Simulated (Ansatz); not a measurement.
```tsv
atom	x (Å)	y (Å)	z (Å)
O	-1.5983	-0.0725	-0.4915
Si	-0.2037	0.5701	0.0933
Te	1.2365	-1.0901	1.2822
H	-1.5409	-0.9190	-0.9378
H	0.6353	1.1558	-0.9823
H	-0.6220	1.5984	1.0698
H	2.1545	-1.3107	-0.0794
```

Geometry: PBE0-D4/def2-TZVP; core potentials replace the inner electrons of Te.

Method: RKS PBE0-D4/def2-TZVPP in Ansatz.

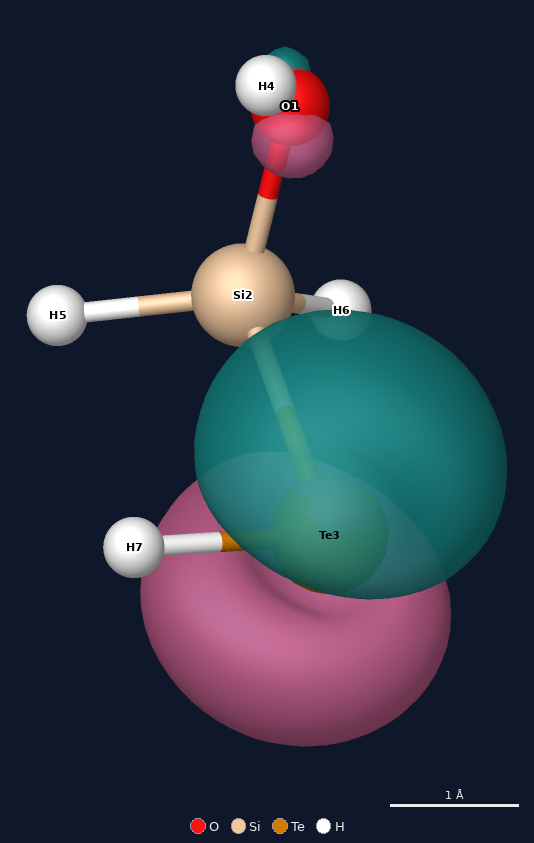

H4OSiTe. The HOMO at ±0.15 Å⁻³ᐟ² (teal and pink are the two phases), seen at an oblique angle.

Question: Where does this orbital lie, and at what energy?

Answer: It lies mainly on Te3 (about 85 %). Its energy is −6.68 eV.
